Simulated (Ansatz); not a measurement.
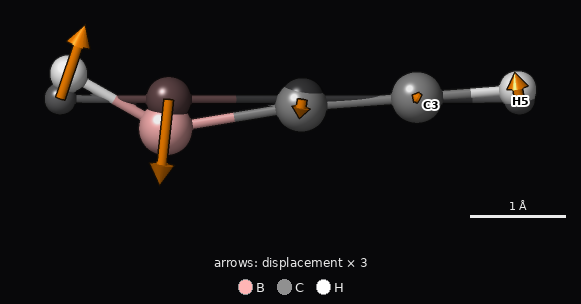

This is a relaxation of C2H2B (multiplicity 2). The starting structure is drawn faded, the final one solid; orange arrows show the displacements, magnified 3 times. The two geometries are superimposed by the best rigid fit.

Style: ball-and-stick. Shown face on.

Computed with Ansatz, UKS PBE0-D4/def2-TZVP. (force threshold 0.005 eV/Å; at most 200 steps)

**What did the optimiser do to the structure, and how much energy did it gain?**

The energy falls by 0.083 eV in 15 accepted moves (17 points after the start). Largest force component: 0.98 eV/Å at the start, 0.00058 eV/Å at the end. The line search rejected the trial steps at points 7, 11 of the run. The atom that moves furthest after the best rigid fit is the B atom (0.31 Å). Largest moves by element: B 0.31 Å, H 0.28 Å, C 0.07 Å. Some distances before and after: B–C 1.407 → 1.447 Å, B–H 1.144 → 1.181 Å, C–C 1.237 → 1.221 Å, C–H 1.050 → 1.066 Å. Bond angles that change, for instance: C–B–H 179.7° → 140.7°, B–C–C 179.7° → 174.8°. The run took of the order of 4 core-minutes on a shared host.
